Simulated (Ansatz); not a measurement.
# How thick a slab does the work function of Na need?

Slabs of Na from 1 to 13 layers are run on 3 faces. From which thickness on does the work function stay within 0.05 eV of the thickest slab's, and does that depend on the face?

Set-up. Ansatz 0.2.0, plane waves with PAW datasets (its set soft_2), PBE; symmetric slabs at bulk places and the tabulated experimental lattice constant, 18 Å of vacuum, one k-mesh a face (spacing 0.16 Å⁻¹, 2π included), Fermi-Dirac smearing of 0.1 eV.

The runs side by side:

| layers | Na(100) (eV) | Na(110) (eV) | Na(111) (eV) |
| --- | --- | --- | --- |
| 1 | 2.911 | 2.875 | 2.848 |
| 2 | 2.652 | 2.928 | 2.679 |
| 3 | 2.599 | 2.917 | 2.522 |
| 4 | 2.717 | 2.889 | 2.741 |
| 5 | 2.605 | 2.847 | 2.612 |
| 6 | 2.675 | 2.831 | 2.585 |
| 7 | 2.665 | 2.836 | - |
| 8 | 2.645 | 2.833 | 2.559 |
| 10 | 2.658 | 2.851 | 2.643 |
| 11 | - | - | 2.582 |
| 13 | 2.652 | 2.845 | 2.625 |

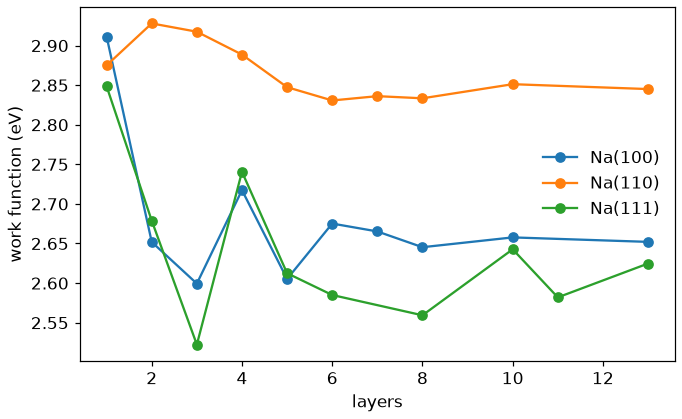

Work function against thickness.

What this shows: Within 0.05 eV of the 13-layer value: Na(100) from 5 layers on, Na(110) from 4 layers on and Na(111) from 10 layers on. In length between the outer atoms these thicknesses are 8.5 Å, 9.0 Å and 11.0 Å. From four layers on the values span 0.058 to 0.181 eV, most on Na(111). Thirteen layers cost about 6 to 9 times the CPU time of four.

What the numbers leave out: The 13-layer slab is the reference and is itself not proved converged. Thicknesses missing from the table have no sound run at this vacuum, and where values alternate they could fall outside the band. The smearing damps swings with thickness. The slabs are unrelaxed and unreconstructed, and the CPU ratio is rough.
